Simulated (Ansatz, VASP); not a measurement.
# Cross-check of SrO between VASP and Ansatz

Aim: how closely do two programs agree when they are given the same cell, functional and k mesh? Valence electrons are named where the data sets of a main pair hold unlike numbers.

Method: plane waves, with VASP 6.6.1 beside it; band structure at PBE, band structure at BLYP and band structure at PBE, spin-orbit coupling, in Ansatz 0.2.0.

The database entry behind the starting cell differs from later determinations by our own check (about 0.5 % short), so it need not match the best structure at ambient conditions.

## Step 1: The starting structure

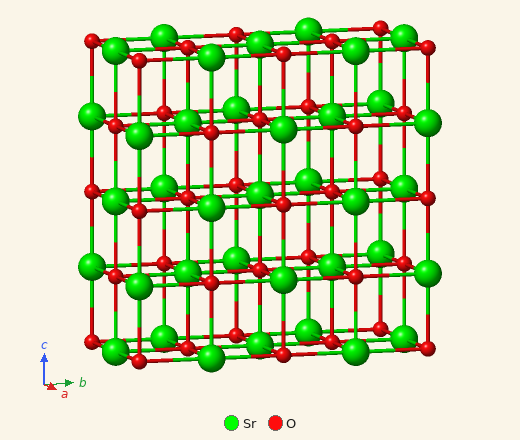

The starting structure, seen slightly off an axis (strontium green, oxygen red). 1×2×2 cells are drawn. This picture shows the conventional cell, with its axes. Some periodic images of atoms are drawn too.

## Step 2: Ansatz: band structure, PBE

Ansatz runs on its default PAW (the set named soft_2) files.

Levels along a path test the potential and the projectors away from the mesh points.

Contents of input.yaml:

```yaml
crystal:
  lattice:
    - [0.0, 2.5663, 2.5663]
    - [2.5663, 0.0, 2.5663]
    - [2.5663, 2.5663, 0.0]
  atoms:
    - { symbol: Sr, position: [0.5, 0.5, 0.5] }
    - { symbol: O, position: [0.0, 0.0, 0.0] }
hamiltonian:
  xc: pbe
  pseudopotentials: { kind: paw }
kpoints:
  mp_grid: { grid: [5, 5, 5] }
  band_path:
    path:
      - [0.0, 0.0, 0.0]
      - [0.16667, 0.0, 0.16667]
      - [0.33333, 0.0, 0.33333]
      - [0.5, 0.0, 0.5]
      - [0.5, 0.08333, 0.58333]
      - [0.5, 0.18333, 0.68333]
      - [0.5, 0.25, 0.75]
      - [0.45, 0.3, 0.75]
      - [0.40833, 0.34167, 0.75]
      - [0.35, 0.35, 0.7]
      - [0.225, 0.225, 0.45]
      - [0.075, 0.075, 0.15]
      - [0.03333, 0.03333, 0.03333]
      - [0.23333, 0.23333, 0.23333]
      - [0.4, 0.4, 0.4]
      - [0.51667, 0.46667, 0.51667]
      - [0.55833, 0.38333, 0.55833]
      - [0.60833, 0.28333, 0.60833]
      - [0.60833, 0.25, 0.64167]
      - [0.55833, 0.25, 0.69167]
      - [0.51667, 0.25, 0.73333]
      - [0.5, 0.3, 0.7]
      - [0.5, 0.38333, 0.61667]
      - [0.5, 0.48333, 0.51667]
      - [0.475, 0.475, 0.55]
      - [0.425, 0.425, 0.65]
      - [0.38333, 0.38333, 0.73333]
      - [0.59167, 0.18333, 0.59167]
      - [0.55, 0.1, 0.55]
      - [0.5, 0.0, 0.5]
    npoints: 1
scf:
  occupations: { method: gaussian, width: 0.02 }
  n_extra_bands: 7
output:
  forces: true
  stress: true
  eigenvalues: true
```

Run with:

```
ansatz run input.yaml --threads 2 --pin off --max-ram 4608MiB --backend cpu --events-out ev --progress --plain --runs-dir out
```

Numbers of over 12 decimals in the logs are rounded to 6 here.

Output:

```text
scf.n_extra_bands = 7 over 8 filled bands (N_el = 16.0): the run solves 15 bands
Engine: ansatz 0.2.0, aarch64-unknown-linux-gnu
Pseudopotentials: kind: paw
Pseudopotential: Sr, paw, valence charge 10, recommended cutoff 420 eV (normal), Sr.paw.azcp
Pseudopotential: O, paw, valence charge 6, recommended cutoff 420 eV (normal), O.paw.azcp
Functional definition: PBE
  parameter kappa = 0.804
  parameter beta = 0.066725
  exchange = pbe_x(kappa = kappa, mu = beta*pi^2/3)
  correlation = pbe_c(beta = beta)
Crystal: 2 atoms, lattice volume = 33.803 Å³
Basis set: ecut = 420 eV, 645 PW (Γ), exchange–correlation on 50×50×50 points (8 copies of the dense FFT grid, shifted against one another)
Bands: 15, of which v1, the nominal top of the filled ones, is band 8 counted from 1 (7 counted from 0)
Symmetry: 48 space group operations
Space group: Fm-3m (ITA 225), of the structure as read, at distance tolerance 3.2e-5 Å
k-points: 10 of 125
Non-local potential: Sr, projectors of the file, l = 0: 3, l = 1: 2, l = 2: 2
Non-local potential: O, projectors of the file, l = 0: 2, l = 1: 2, l = 2: 1
PAW form: soft (Blöchl's): semilocal exchange-correlation on the pseudo side does not see the compensation charge
PAW one-centre angular grid: Sr, 110 points (default); XC on 64 Gauss nodes
PAW one-centre angular grid: O, 110 points (default); XC on 64 Gauss nodes
Initial density: superposition of atomic densities (neutral atoms: chi_scale 0, normalization atom), corrected by the library's trained network
Initial wavefunctions: pseudopotential atomic-orbital guess
Functional: x = pbe(κ = 0.804, μ = 0.219515), c = pbe(β = 0.066725)
SCF iter   1: F=—  HF=-4114.614917 eV  |F-HF|=—  |Δ(HF+E_count)|=         —  Δρ=3.89e-4  dr2=1.42e-5  ethr=1.77e-3  ⟨swp⟩=8.9  Hψ=1118  notcnv=0
preconditioner: auto → none  [insulator: Δε(μ)=3.487 eV  Ē_g=18.265 eV  σ=0.020 eV  W_gap=1.00  n_scr=8 (ndim 8)  ℏωp=23.9 eV  f_vac=0.000  D(μ)=0.00/eV (n_scr^D=0)  ε∞_Penn≈2.7]
SCF iter   2: F=—  HF=-4114.615669 eV  |F-HF|=—  |Δ(HF+E_count)|=   7.52e-4  Δρ=3.00e-4  dr2=2.87e-5  ethr=8.90e-8  ⟨swp⟩=3.7  Hψ=449  notcnv=0  defer=11
SCF iter   3: F=—  HF=-4114.615703 eV  |F-HF|=—  |Δ(HF+E_count)|=   3.37e-5  Δρ=1.55e-4  dr2=5.98e-6  ethr=8.90e-8  ⟨swp⟩=2.0  Hψ=166  notcnv=0  defer=11
iter 4 did not close the SCF: its close was put off for the readings that it lacked (scf_convergence_deferred on its scf_iter line)
SCF iter   4: F=-4114.615725 eV  HF=-4114.615724 eV  |F-HF|=1.26e-7  |Δ(HF+E_count)|=   2.16e-5  Δρ=1.62e-5  dr2=5.55e-8  ethr=3.74e-8  ⟨swp⟩=2.0  Hψ=166  notcnv=0  defer=11
iter 5 did not close the SCF: its close was put off for the readings that it lacked (scf_convergence_deferred on its scf_iter line)
SCF iter   5: F=-4114.615725 eV  HF=-4114.615725 eV  |F-HF|=3.89e-8  |Δ(HF+E_count)|=   1.56e-7  Δρ=9.60e-6  dr2=4.46e-8  ethr=3.47e-10  ⟨swp⟩=2.1  Hψ=173  notcnv=0  defer=11
SCF iter   6: F=-4114.615725 eV  HF=-4114.615725 eV  |F-HF|=4.87e-9  |Δ(HF+E_count)|=   1.02e-8  Δρ=3.39e-6  dr2=5.42e-9  ethr=2.78e-10  ⟨swp⟩=7.3  Hψ=597  notcnv=0
SCF 1 converged in 6 iterations: F = -4114.615725 eV  dr2 = 5.42e-9
  greatest PAW one-centre occupation: 0.987 electrons in one spin orbital (limit 2), on the Sr atom at site 0 (counted from 0), in its partial waves of l = 0
NSCF: frozen V_eff on 30 k-points
SCF converged after 6 iterations
Free energy (F): -4114.615725 eV
Harris-Foulkes:  -4114.615725 eV  (|F-HF|=4.87e-9)
Internal energy: -4114.615725 eV  (E = F + TS)
E sigma→0 (E₀):  -4114.615725 eV
Fermi energy:    9.746491 eV
--- Per-component energies (eV) ---
  E_band       = -56.756909
  E_kinetic    = 423.491361
  E_local      = -861.447694  (includes V_loc(G=0)·N_el)
  E_nonlocal   = 250.221257
  E_hartree    = 233.153304
  E_xc         = -249.541476
  E_vxc        = -259.393091  (∫ρ·V_xc dr)
  E_paw        = -2852.377673  (= ΣΔE_a)
  E_vpaw       = -75.936983  (= ΣTr[D̂ρ^β])
  E_aug_tail   = 0.002417  (compensation charges beyond the density's cutoff)
  E_ewald      = -1058.117221
  E_smearing   = -0.000000  (= −TS)
  E_closure    = -0.000000  (closes the sum)
  Σ components = -4114.615725   (vs F -4114.615725, Δ=0.00e0)
--- Forces (eV/Å), atoms counted from 1 ---
  atom   1  Sr     0.00000000    -0.00000000    -0.00000000
  atom   2  O     -0.00000000     0.00000000    -0.00000000
  max |Σ_I F_I| component: 1.02e-29 eV/Å
--- Stress (GPa, compression-positive) ---
        3.328230       0.000000       0.000000
        0.000000       3.328230       0.000000
       -0.000000      -0.000000       3.328230
  P = ⅓ Tr σ = 3.3282 GPa (33.282 kbar)
--- Band table (eV; the first three rows and the last of 10) ---
  k-point 0: bands = [... 4 lower, -5.9223, 7.9988, 7.9988, 7.9988, 12.0458, 14.2710, 14.2710, 14.2710, ... 3 higher]
  k-point 1: bands = [... 4 lower, -5.3376, 7.0601, 7.5618, 7.5618, 13.5992, 14.0423, 15.0223, 15.0223, ... 3 higher]
  k-point 2: bands = [... 4 lower, -4.8262, 6.0005, 6.9691, 6.9691, 14.4422, 16.0198, 16.5912, 16.5912, ... 3 higher]
  k-point 9: bands = [... 4 lower, -5.3439, 6.8353, 7.3190, 7.6233, 13.3348, 15.0775, 16.8054, 18.4311, ... 3 higher]
```

Wall time 1 s (2 threads of Arm Neoverse N1, shared host); peak memory 0.25 GiB.

The column dr2 measures how far the density is from self-consistency, as an energy; F and HF (Harris–Foulkes) agree once it is small.

## Step 3: VASP: band structure, PBE

The same cell, functional, mesh and smearing now go to VASP, with its own data sets.

Lines of VASP's logs that name or quote its potential files are left out, and so is its time.

Contents of INCAR:

```
SYSTEM = SrO
PREC = Accurate
ENCUT = 520
EDIFF = 1E-06
NELM = 100
ISMEAR = 0
SIGMA = 0.02
LREAL = .FALSE.
ALGO = Normal
GGA = PE
NBANDS = 20
LORBIT = 11
LWAVE = .FALSE.
LCHARG = .FALSE.
KPAR = 4
```

Contents of POSCAR:

```
SrO
1.0
    0.0000000000      2.5663000000      2.5663000000
    2.5663000000      0.0000000000      2.5663000000
    2.5663000000      2.5663000000      0.0000000000
Sr O
1 1
Direct
    0.5000000000      0.5000000000      0.5000000000
    0.0000000000      0.0000000000      0.0000000000
```

Contents of KPOINTS:

```
Automatic mesh
0
Gamma
5 5 5
0 0 0
```

Contents of KPOINTS_OPT:

```
Line mode
16
Line-mode
Reciprocal
  0.00000000   0.00000000   0.00000000 GAMMA
  0.50000000   0.00000000   0.50000000 X

  0.50000000   0.00000000   0.50000000 X
  0.50000000   0.25000000   0.75000000 W

  0.50000000   0.25000000   0.75000000 W
  0.37500000   0.37500000   0.75000000 K

  0.37500000   0.37500000   0.75000000 K
  0.00000000   0.00000000   0.00000000 GAMMA

  0.00000000   0.00000000   0.00000000 GAMMA
  0.50000000   0.50000000   0.50000000 L

  0.50000000   0.50000000   0.50000000 L
  0.62500000   0.25000000   0.62500000 U

  0.62500000   0.25000000   0.62500000 U
  0.50000000   0.25000000   0.75000000 W

  0.50000000   0.25000000   0.75000000 W
  0.50000000   0.50000000   0.50000000 L

  0.50000000   0.50000000   0.50000000 L
  0.37500000   0.37500000   0.75000000 K

  0.62500000   0.25000000   0.62500000 U
  0.50000000   0.00000000   0.50000000 X
```

The projector-augmented-wave data sets are Sr_sv and O (PBE family, release 64).

Run with:

```
mpirun -np 4 vasp_std
```

Output:

```text
[banner, memory and clock lines left out]
running    4 mpi-ranks, on    1 nodes
 distrk:  each k-point on    1 cores,    4 groups
 distr:  one band on    1 cores,    1 groups

 POSCAR found type information on POSCAR SrO
 POSCAR found :  2 types and       2 ions
 LDA part: xc-table for (Slater+PW92), standard interpolation
 POSCAR, INCAR and KPOINTS ok, starting setup
 FFT: planning ... GRIDC
 FFT: planning ... GRID_SOFT
 FFT: planning ... GRID
 WAVECAR not read
 entering main loop
       N       E                     dE             d eps       ncg     rms          rms(c)
DAV:   1     0.636413062428E+02    0.63641E+02   -0.73232E+03   400   0.757E+02
DAV:   2    -0.107576105150E+02   -0.74399E+02   -0.69637E+02   504   0.185E+02
DAV:   3    -0.141519348947E+02   -0.33943E+01   -0.33559E+01   544   0.318E+01
DAV:   4    -0.142407582163E+02   -0.88823E-01   -0.88802E-01   528   0.375E+00
DAV:   5    -0.142412942810E+02   -0.53606E-03   -0.53606E-03   468   0.269E-01    0.166E+01
DAV:   6    -0.121810296046E+02    0.20603E+01   -0.38274E+00   428   0.146E+01    0.196E+01
DAV:   7    -0.120453267531E+02    0.13570E+00   -0.18314E-01   472   0.354E+00    0.114E+01
DAV:   8    -0.120344903519E+02    0.10836E-01   -0.13177E-01   520   0.271E+00    0.492E-01
DAV:   9    -0.120358605802E+02   -0.13702E-02   -0.52039E-03   448   0.356E-01    0.262E-01
DAV:  10    -0.120363856085E+02   -0.52503E-03   -0.64075E-04   456   0.186E-01    0.437E-02
DAV:  11    -0.120364551587E+02   -0.69550E-04   -0.65479E-05   456   0.527E-02    0.266E-02
DAV:  12    -0.120364744627E+02   -0.19304E-04   -0.19999E-05   436   0.268E-02    0.654E-03
DAV:  13    -0.120364742920E+02    0.17071E-06   -0.46693E-07   400   0.488E-03
   1 F= -.12036474E+02 E0= -.12036474E+02  d E =-.224464E-61
 Start KPOINTS_OPT (optional k-point list driver)
k-point batch [1-10\160]
       N       E                     dE             ncg
DAV:   1    -0.802676043310E+03   -0.24366E+04      400
DAV:   2    -0.151442973418E+04   -0.71175E+03      492
DAV:   3    -0.154202236630E+04   -0.27593E+02      524
DAV:   4    -0.154330433581E+04   -0.12820E+01      580
DAV:   5    -0.154330588865E+04   -0.15528E-02      488
DAV:   6    -0.154330589684E+04   -0.81867E-05      528
DAV:   7    -0.154330589692E+04   -0.83810E-07      416
[...]
k-point batch [151-160\160]
       N       E                     dE             ncg
DAV:   1    -0.817417156867E+03   -0.73012E+04      408
DAV:   2    -0.153521783837E+04   -0.71780E+03      540
DAV:   3    -0.156450672852E+04   -0.29289E+02      580
DAV:   4    -0.156505854993E+04   -0.55182E+00      460
DAV:   5    -0.156506053762E+04   -0.19877E-02      496
DAV:   6    -0.156506056325E+04   -0.25637E-04      456
DAV:   7    -0.156506056368E+04   -0.42378E-06      452
```

From OUTCAR (step 3):

```text
ion  position               nearest neighbor table
   1  0.500  0.500  0.500-   2 2.57   2 2.57   2 2.57   2 2.57   2 2.57   2 2.57
   2  0.000  0.000  0.000-   1 2.57   1 2.57   1 2.57   1 2.57   1 2.57   1 2.57

  LATTYP: Found a face centered cubic cell.
 ALAT       =     5.1326000000

 Subroutine GETGRP returns: Found 48 space group operations
 (whereof 48 operations were pure point group operations)

The static configuration has the point symmetry O_h .

 Found     10 irreducible k-points:

   k-points           NKPTS =     10   k-points in BZ     NKDIM =     10   number of bands    NBANDS=     20

   dimension x,y,z NGX =    28 NGY =   28 NGZ =   28
   dimension x,y,z NGXF=    56 NGYF=   56 NGZF=   56

   ENCUT  =  520.0 eV  38.22 Ry    6.18 a.u.   6.75  6.75  6.75*2*pi/ulx,y,z

   NELECT =      16.0000    total number of electrons

 k-points in reciprocal lattice and weights: Automatic mesh
   0.00000000  0.00000000  0.00000000       0.008
   0.20000000  0.00000000  0.00000000       0.064
   0.40000000  0.00000000  0.00000000       0.064
   0.20000000  0.20000000  0.00000000       0.048
   0.40000000  0.20000000  0.00000000       0.192
  -0.40000000  0.20000000  0.00000000       0.192
  -0.20000000  0.20000000  0.00000000       0.096
   0.40000000  0.40000000  0.00000000       0.048
  -0.40000000  0.40000000  0.00000000       0.096
  -0.40000000  0.40000000  0.20000000       0.192

 average (electrostatic) potential at core
       1 -36.4301       2 -70.6991

 E-fermi :   1.9220

 k-point     1 :       0.0000    0.0000    0.0000
  band No.  band energies     occupation
    ...
      4     -12.3128      2.00000
      5     -12.3128      2.00000
      6       1.6907      2.00000
      7       1.6907      2.00000
      8       1.6907      2.00000
      9       5.7122      0.00000
     10       7.9119      0.00000
     11       7.9119      0.00000
     12       7.9119      0.00000
     13      10.0920      0.00000
    ...

 k-point     2 :       0.2000    0.0000    0.0000
  band No.  band energies     occupation
    ...
      4     -12.3418      2.00000
      5     -11.7105      2.00000
      6       0.7401      2.00000
      7       1.2418      2.00000
      8       1.2418      2.00000
      9       7.2678      0.00000
     10       7.7051      0.00000
     11       8.6711      0.00000
     12       8.6711      0.00000
     13      11.0699      0.00000
    ...

 k-point     3 :       0.4000    0.0000    0.0000
  band No.  band energies     occupation
    ...
      4     -12.3877      2.00000
      5     -11.1910      2.00000
      6      -0.3336      2.00000
      7       0.6354      2.00000
      8       0.6354      2.00000
      9       8.1028      0.00000
     10       9.7236      0.00000
     11      10.2396      0.00000
     12      10.2396      0.00000
     13      13.0537      0.00000
    ...

  Total        0.8295405      0.8295405      0.8295405     -0.0000000      0.0000000     -0.0000000
  in kB       39.3184088     39.3184088     39.3184088     -0.0000000      0.0000000     -0.0000000
  external PRESSURE =      39.3184088 kB  Pullay stress =       0.0000000 kB

  energy-cutoff  :      520.00
  volume of cell :       33.80
      direct lattice vectors                 reciprocal lattice vectors
     0.000000000  2.566300000  2.566300000    -0.194833028  0.194833028  0.194833028
     2.566300000  0.000000000  2.566300000     0.194833028 -0.194833028  0.194833028
     2.566300000  2.566300000  0.000000000     0.194833028  0.194833028 -0.194833028

 POSITION                                       TOTAL-FORCE (eV/Angst)
 -----------------------------------------------------------------------------------
      2.56630      2.56630      2.56630         0.000000      0.000000     -0.000000
      0.00000      0.00000      0.00000        -0.000000     -0.000000      0.000000
 -----------------------------------------------------------------------------------
    total drift:                                0.000000      0.000000      0.000000

  FREE ENERGIE OF THE ION-ELECTRON SYSTEM (eV)
  ---------------------------------------------------
  free  energy   TOTEN  =       -12.0364742920 eV

  energy  without entropy=      -12.0364742920  energy(sigma->0) =      -12.03647429

 total charge
# of ion       s       p       d       tot
------------------------------------------
    1        2.017   5.816   0.261   8.094
    2        1.552   3.426   0.000   4.978
--------------------------------------------------
tot          3.569   9.242   0.261  13.072

[... 3 further parts left out ...]
```

At this level the cell is under a pressure of 3.9 GPa, so at these settings it is away from equilibrium.

## Step 4: Comparison

Known differences besides the potentials themselves: the cutoff is 420 eV in Ansatz and 520 eV in VASP; VASP leaves aspherical gradient terms in its spheres out (LASPH is not set), Ansatz keeps them. Total energies have different zeros and are not compared.

Both answers:

```
                                        quantity  Ansatz   VASP  difference
                                  pressure (GPa)    3.33   3.93       -0.60
pressure without Ansatz's Pulay correction (GPa)    2.97   3.93       -0.97
                   gap over the path points (eV)   3.309  3.260      +0.049
```

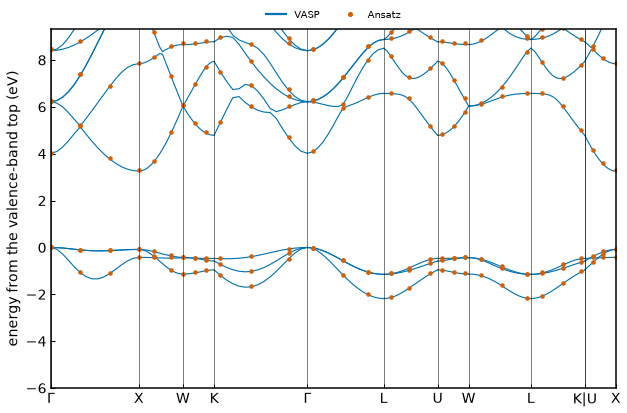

Bands from VASP (lines) and levels from Ansatz (dots). Dots without a line are higher empty bands that the VASP plot leaves out.

Levels at points of the path, from each program's valence-band top (eV; 3 filled, then empty):

```
k (reciprocal lattice)                             Ansatz                               VASP
     0.000 0.000 0.000      0.00 0.00 0.00 4.05 6.27 6.27      0.00 0.00 0.00 4.02 6.22 6.22
     0.167 0.000 0.167   -1.06 -0.10 -0.10 5.19 5.21 7.39   -1.07 -0.10 -0.10 5.15 5.18 7.35
     0.333 0.000 0.333   -1.09 -0.12 -0.12 3.82 6.90 9.71   -1.12 -0.13 -0.13 3.77 6.87 9.66
     0.500 0.000 0.500  -0.40 -0.07 -0.07 3.31 7.89 10.27  -0.42 -0.08 -0.08 3.26 7.84 10.21
     0.500 0.083 0.583   -0.41 -0.35 -0.16 3.69 8.14 9.20   -0.44 -0.37 -0.18 3.65 8.10 9.20
     0.500 0.183 0.683   -0.95 -0.43 -0.34 4.94 7.30 8.60   -0.97 -0.46 -0.36 4.91 7.29 8.56
     0.500 0.250 0.750   -1.11 -0.41 -0.41 6.06 6.06 8.71   -1.13 -0.43 -0.43 6.04 6.04 8.66
     0.450 0.300 0.750   -1.06 -0.44 -0.43 5.29 6.99 8.73   -1.08 -0.46 -0.46 5.26 6.98 8.69
     0.408 0.342 0.750   -0.97 -0.52 -0.44 4.92 7.70 8.80   -0.99 -0.54 -0.47 4.88 7.69 8.76
     0.350 0.350 0.700   -1.16 -0.70 -0.45 5.36 7.51 9.00   -1.19 -0.72 -0.48 5.33 7.50 8.95
```

Among the levels compared at these points, filled levels agree within 29 meV and empty ones within 60 meV. Ansatz's pressure holds a Pulay correction of 0.36 GPa; VASP's holds none.

(Part 1 of 2 ends here.)

[Lines on the potential files, build, host, timing and source positions are cut from VASP's logs without a mark.]

[Logs are printed without paths, hosts, clocks, repeated set-up lines and the standing remarks that a program may print on its own settings, such as how far it seeks lower states.]

[Hosts, paths, dates, database ids (printed as entryN), source tags and the programs' standing remarks are cut or masked in the printed files.]
